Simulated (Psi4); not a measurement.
**CH4Si (SMILES C=[SiH2]): BP86/cc-pVDZ (sweep point 4)**

Aim: the vertical singlet–triplet gap of CH4Si at BP86/cc-pVDZ (sweep point 4), from 2 runs. 

Program for the calculation: Psi4 1.11.

4 further runs of the same task are left out: 4 set aside as unsound or not needed.

**1. The molecule**

The species is CH4Si (6 atoms), meant as a singlet with charge 0. As SMILES, `C=[SiH2]`. The coordinates come from a GFN2-xTB relaxation.

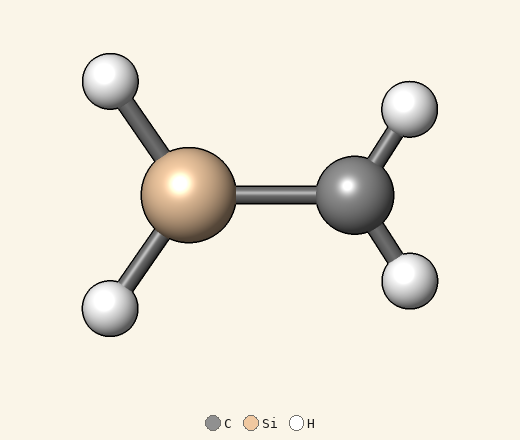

Viewed from a chosen angle; carbon grey, silicon light orange, hydrogen white.

**2. A single-point energy at BP86/cc-pVDZ (sweep point 4)**

ch4si.inp reads:

```
memory 1600 mb

molecule system {
  C     -1.39592179    -1.03398255    -0.50096640
  Si     1.15513289     0.85370267     0.41245162
  H     -2.66169814    -1.88331995     0.84684297
  H     -1.81965508    -1.43271476    -2.45048345
  H      1.80087120     1.44747352     3.02497909
  H      2.92127092     2.04884106    -1.33282384
  units bohr
  symmetry c1
}

set puream true
set scf_type pk
set dft_radial_points 50
set dft_spherical_points 194

E, wfn = energy("bp86/cc-pVDZ", return_wfn=True)
print_variables()
```

Started as:

```
$ psi4 -n 1 ch4si.inp ch4si.out
```

ch4si.out:

```text
[...]
  Running in c1 symmetry.
[...]
  Nuclear repulsion =   50.789467330722800
[...]
  Multiplicity = 1
[...]
  Nalpha       = 12
  Nbeta        = 12
[...]
    Number of basis functions: 52
[...]
   @RKS iter   1:  -329.50890290259707    3.02186e-02   1.65899e-02 DIIS/ADIIS
[...]
   @RKS iter   9:  -329.95964548856716   -3.44653e-09   1.02784e-07 DIIS
[...]
    Orbital Energies [Eh]
    ---------------------
    Doubly Occupied:
       1A    -65.476064     2A     -9.910940     3A     -5.070774
       4A     -3.483970     5A     -3.481380     6A     -3.479687
       7A     -0.609878     8A     -0.467301     9A     -0.377576
      10A     -0.323546    11A     -0.317379    12A     -0.204888
[...]
  @RKS Final Energy:  -329.95964548856716
   => Energetics <=
    Nuclear Repulsion Energy =             50.7894673307228004
    One-Electron Energy =                -555.2916000184712857
    Two-Electron Energy =                 202.3292259249999177
    DFT Exchange-Correlation Energy =     -27.7867387258186511
    Empirical Dispersion Energy =           0.0000000000000000
    VV10 Nonlocal Energy =                  0.0000000000000000
    Total Energy =                       -329.9596454885671619
[...]
 Multipole Moments:
 ------------------------------------------------------------------------------------
     Multipole            Electronic (a.u.)      Nuclear  (a.u.)        Total (a.u.)
 ------------------------------------------------------------------------------------
 L = 1.  Multiply by 2.5417464519 to convert [e a0] to [Debye]
 Dipole X            :          0.7085396           -0.5841856            0.1243540
 Dipole Y            :          0.5215786           -0.4294313            0.0921474
 Dipole Z            :          0.2503308           -0.2060642            0.0442666
 Magnitude           :                                                    0.1609801
[...]
```

Run time: 2.9 s. Hardware: 1 thread of AMD EPYC 9R45 (Zen 5), shared host; peak memory 0.39 GiB.

**3. The triplet**

ch4si.dat reads:

```
memory 1600 MB

molecule m {
  0 3
  C     -1.39592179    -1.03398255    -0.50096640
  Si     1.15513289     0.85370267     0.41245162
  H     -2.66169814    -1.88331995     0.84684297
  H     -1.81965508    -1.43271476    -2.45048345
  H      1.80087120     1.44747352     3.02497909
  H      2.92127092     2.04884106    -1.33282384
  units au
  symmetry c1
}

set basis cc-pVDZ
set reference uks
set puream true
set scf_type pk
set dft_radial_points 50
set dft_spherical_points 194
set maxiter 150

energy("bp86")
print_variables()
```

Started as:

```
$ psi4 -n 1 ch4si.dat ch4si.out
```

ch4si.out:

```text
[...]
  Running in c1 symmetry.
[...]
  Nuclear repulsion =   50.789467330722800
[...]
  Multiplicity = 3
[...]
  Nalpha       = 13
  Nbeta        = 11
[...]
    Number of basis functions: 52
[...]
   @UKS iter   1:  -329.67123154876680   -1.32110e-01   1.06969e-02 ADIIS/DIIS
[...]
   @UKS iter   8:  -329.86419488521540   -2.84376e-08   7.52683e-07 DIIS
[...]
   @S^2 Observed:                2.007130988E+00
[...]
    Orbital Energies [Eh]
    ---------------------
    Alpha Occupied:
       1A    -65.468453     2A     -9.935454     3A     -5.065367
       4A     -3.479971     5A     -3.475075     6A     -3.474746
       7A     -0.651830     8A     -0.472688     9A     -0.403928
      10A     -0.342975    11A     -0.308621    12A     -0.261411
      13A     -0.111978
    Alpha Virtual:
      14A     -0.004727    15A      0.037133    16A      0.037960
      17A      0.101225    18A      0.113048    19A      0.202364
      20A      0.246491    21A      0.261552    22A      0.283581
      23A      0.305037    24A      0.358672    25A      0.375824
[...]
  @UKS Final Energy:  -329.86419488521540
   => Energetics <=
    Nuclear Repulsion Energy =             50.7894673307228004
    One-Electron Energy =                -555.0594133977035654
    Two-Electron Energy =                 202.2349159247224861
    DFT Exchange-Correlation Energy =     -27.8291647429571007
    Empirical Dispersion Energy =           0.0000000000000000
    VV10 Nonlocal Energy =                  0.0000000000000000
    Total Energy =                       -329.8641948852153973
[...]
 Multipole Moments:
 ------------------------------------------------------------------------------------
     Multipole            Electronic (a.u.)      Nuclear  (a.u.)        Total (a.u.)
 ------------------------------------------------------------------------------------
 L = 1.  Multiply by 2.5417464519 to convert [e a0] to [Debye]
 Dipole X            :          0.1690425           -0.5841856           -0.4151431
 Dipole Y            :          0.1231891           -0.4294313           -0.3062422
 Dipole Z            :          0.0573018           -0.2060642           -0.1487624
 Magnitude           :                                                    0.5368970
[...]
```

Run time: 2.9 s. Hardware: 1 thread of AMD EPYC 9R45 (Zen 5), shared host; peak memory 0.39 GiB.

**4. Outcome**

Level: BP86/cc-pVDZ (sweep point 4).

| quantity | value |
| --- | --- |
| singlet: total energy | -329.95965 Eh |
| singlet: dipole moment | 0.41 D |
| singlet: HOMO energy | -5.58 eV |
| singlet: LUMO energy | -2.05 eV |
| singlet: HOMO–LUMO gap | 3.52 eV |
| triplet: total energy | -329.86419 Eh |
| triplet: dipole moment | 1.36 D |
| triplet: HOMO energy (highest over α and β) | -3.05 eV |
| triplet: ⟨S²⟩ | 2.007 |
| vertical energy of the triplet above the singlet | 2.597 eV |

**Reading.** At this shape the triplet lies 2.60 eV (251 kJ/mol) above the singlet.
